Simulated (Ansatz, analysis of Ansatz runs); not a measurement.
# A hop of Li in Li4TeO5 (P-1), charge +1, part 2 of 4

Aim: the barrier of one jump in Li4TeO5 (P-1) at charge +1: Li_i by the interstitialcy path. The model is a cell of 60 host atoms with 1 Li put in; Li is the atom that moves.

Ansatz 0.2.0; plane-wave PAW DFT, PBEsol; nudged elastic band between two relaxed defect structures at fixed charge in a uniform background.

So far: Set-up; Relaxation of the start point, charge +1.

## Step 3: Relaxation of the end point, charge +1

Level of this step: plane-wave PAW DFT, PBEsol; relaxation of all atoms of a defect supercell at fixed charge in a uniform background (Ansatz).

The end point is relaxed in the same cell and settings, so that the two energies compare.

File qp1.end/input.yaml:

```yaml
crystal:
  lattice:
    - [9.17517823, 5.06309086, 0.00170529]
    - [-6.15626218, 5.06493119, 0.00225264]
    - [-1.61748691, -2.74512283, 7.07911415]
  atoms:
    - { symbol: Li, position: [0.07568669, 0.72746603, 0.31795695] }
    - { symbol: Li, position: [0.40902002, 0.3941327, 0.31795695] }
[... 13 atom lines left out ...]
    - { symbol: Li, position: [0.12644982, 0.48044268, 0.11237697] }
    - { symbol: Li, position: [0.45978315, 0.14710935, 0.11237697] }
[... 10 atom lines left out ...]
    - { symbol: Te, position: [0.10659604, 0.10428715, 0.21208839] }
[... 3 atom lines left out ...]
    - { symbol: O, position: [0.39461391, 0.21454325, 0.84708533] }
[... 1 atom line left out ...]
    - { symbol: O, position: [0.27205275, 0.11879008, 0.15291467] }
[... 2 atom lines left out ...]
    - { symbol: O, position: [0.20461279, 0.35858565, 0.33100694] }
[... 2 atom lines left out ...]
    - { symbol: O, position: [0.12872054, 0.30808101, 0.66899306] }
[... 2 atom lines left out ...]
    - { symbol: O, position: [0.32101236, 0.50871842, 0.04447217] }
[... 2 atom lines left out ...]
    - { symbol: O, position: [0.01232097, 0.15794825, 0.95552783] }
[... 2 atom lines left out ...]
    - { symbol: O, position: [0.07015601, 0.92048342, 0.75039732] }
[... 11 atom lines left out ...]
    - { symbol: Li, position: [0.208059, 0.186409, -0.112153] }
total_charge: 1
basis:
  ecutwfc: 420
  xc_grid: 2
hamiltonian:
  xc: pbesol
kpoints:
  mp_grid: { grid: [1, 1, 1] }
scf:
  occupations: { method: fixed }
  max_iter: 80
output:
  forces: true
relax:
  f_tol: 0.02
  max_steps: 70
  random_displacement: { amplitude: 0.03, seed: 4311 }
```

The run is started by

```bash
$ ansatz run input.yaml --threads 4 --pin off --max-ram 7536MiB --backend cpu --events-out ev --progress --plain --runs-dir out
```

Numbers of over 12 decimals in the logs are rounded to 6 here.

What it wrote:

```text
[...]
Crystal: 61 atoms, lattice volume = 549.713 Å³
Basis set: ecut = 420 eV, 10749 PW (Γ), exchange–correlation on 144×108×108 points (8 copies of the dense FFT grid, shifted against one another)
Bands: 236, of which v1, the nominal top of the filled ones, is band 175 counted from 1 (174 counted from 0)
Symmetry: 1 space group operations
k-points: 1
[...]
SCF iter   1: F=—  HF=-63347.273417 eV  |F-HF|=—  |Δ(HF+E_count)|=         —  Δρ=1.10e-2  dr2=7.10e-1  ethr=1.77e-3  ⟨swp⟩=5.0  Hψ=771  notcnv=0  defer=59
[...]
SCF iter   7: F=-63347.046483 eV  HF=-63347.046488 eV  |F-HF|=5.15e-6  |Δ(HF+E_count)|=   7.94e-6  Δρ=4.22e-5  dr2=9.05e-6  ethr=2.86e-9  ⟨swp⟩=4.0  Hψ=700  notcnv=0
SCF 1 converged in 7 iterations: F = -63347.046483 eV  dr2 = 9.05e-6
[...]
max |Σ_I F_I| component: 8.42e-5 eV/Å
--- Relaxed structure (15 steps of the walk, 14 accepted, 0 SCFs on fresh bases) ---
  F+E_penalty+E_count = -63350.20968667 eV   max|allowed force component| = 5.621e-3 eV/Å
  atoms:
    - { symbol: Li, position: [0.064507, 0.717245, 0.307328] }
    - { symbol: Li, position: [0.383802, 0.413430, 0.277514] }
[...]
- { symbol: Li, position: [0.119157, 0.472897, 0.098999] }
[...]
- { symbol: Te, position: [0.107814, 0.100979, 0.207273] }
[...]
- { symbol: O, position: [0.393509, 0.210134, 0.831838] }
    [... 1 atom left out ...]
    - { symbol: O, position: [0.278529, 0.124365, 0.152369] }
[...]
- { symbol: O, position: [0.128136, 0.304470, 0.660643] }
    [... 2 atoms left out ...]
    - { symbol: O, position: [0.320393, 0.505211, 0.035190] }
    [... 2 atoms left out ...]
    - { symbol: O, position: [0.016141, 0.157137, 0.952251] }
    [... 2 atoms left out ...]
    - { symbol: O, position: [0.072392, 0.920963, 0.746274] }
    [... 11 atoms left out ...]
    - { symbol: Li, position: [0.207303, 0.187167, -0.119123] }
[key lines of the parts left out:]
SCF converged after 7 iterations
Free energy (F): -63350.209687 eV
Fermi energy:    6.165281 eV
```

Run time: 36 s. Hardware: 4 threads of Arm Neoverse V2, shared host; peak memory 0.69 GiB; 2.2 min of CPU time.

The steps of the relaxation:

```
step  energy less that of the first step (eV)  largest force component (eV/Å)
   1                                   0.0000                          7.9906
   2                                  -1.7395                          1.6720
   3                                  -2.3648                          0.4356
   4                                  -2.2001                          1.2700
   5                                  -2.5033                          0.1639
   6                                  -2.5360                          0.0668
   7                                  -2.5512                          0.0634
   8                                  -2.5691                          0.1912
   9                                  -2.6125                          0.1910
  10                                  -2.7010                          0.3022
  11                                  -2.8342                          0.3635
  12                                  -2.9951                          0.2991
  13                                  -3.1330                          0.1403
  14                                  -3.1621                          0.0227
  15                                  -3.1632                          0.0056
```

Relaxation step 4 was tried and not accepted.

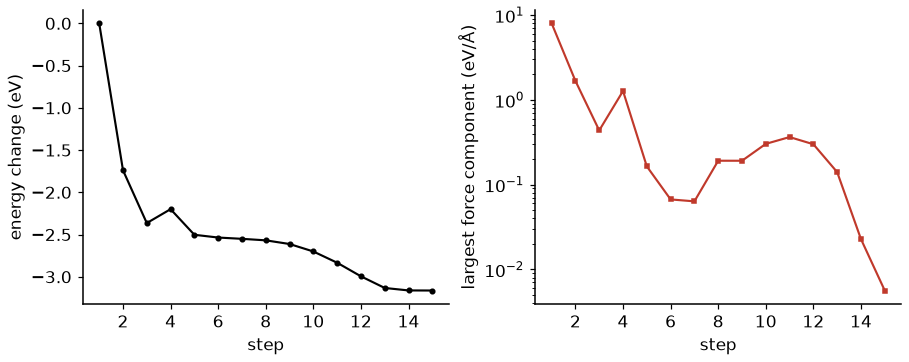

Energy and largest force along the relaxation.

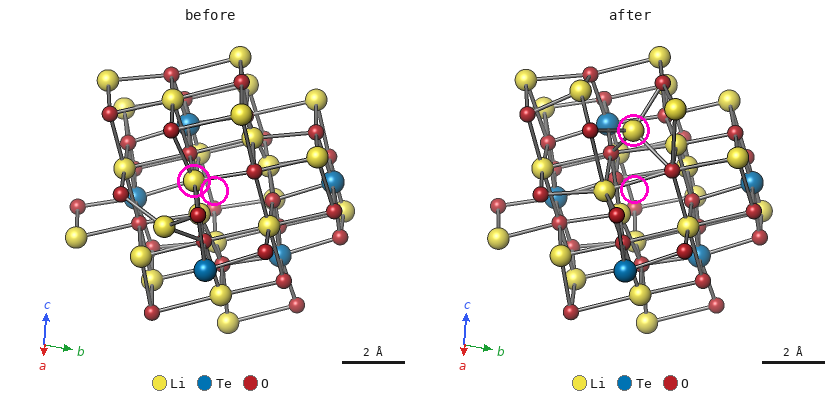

Before and after: the atoms that start within 5 Å of the centre. Li17, which moves most, is ringed if it is among them. A ring with no atom in it marks the middle of the ideal hop.

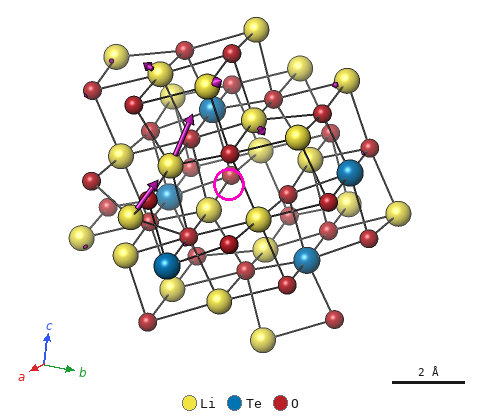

Displacements in the relaxation from the typed sites near the centre, scaled; the longest in the cell stands for 1.70 Å. A ring marks the middle of the ideal hop wherever no atom is near it.

The atoms that moved most (Å, from the sites as typed, ahead of the random displacement):

```
atom      dx      dy      dz  length
Li17  -0.569  -0.165   1.592   1.699
Li13  -0.797  -0.076   1.100   1.361
 Li9   0.020   0.433   0.317   0.537
Li23   0.121  -0.452   0.079   0.475
 Li2  -0.284   0.081  -0.286   0.410
 Li8   0.117  -0.157  -0.140   0.241
 O32   0.043   0.013  -0.107   0.116
Li21   0.014   0.101  -0.054   0.115
```

Neighbours of Li61 at the end:

```
atom  distance (Å)
 O49         2.013
 O32         2.063
 O40         2.064
 O34         2.133
 O46         2.196
 O43         2.379
Li13         2.736
 Li4         2.747
```

Read from the output:

```yaml
free_energy: -63350.2097 eV
largest_move_from_the_ideal_geometry_of_this_structure_a_common_shift_of_the_far_atoms_taken_out: 1.741 Å
```

The relaxation gained 3.163 eV and ended with a largest force component of 0.0056 eV/Å. The end lies within 1 meV of the start.

(Continued in part 3 of 4.)

[Logs are printed without paths, hosts, clocks, repeated set-up lines and the standing remarks that a program may print on its own settings, such as how far it seeks lower states.]

[Hosts, paths, dates, database ids (printed as entryN), source tags and the programs' standing remarks are cut or masked in the printed files.]
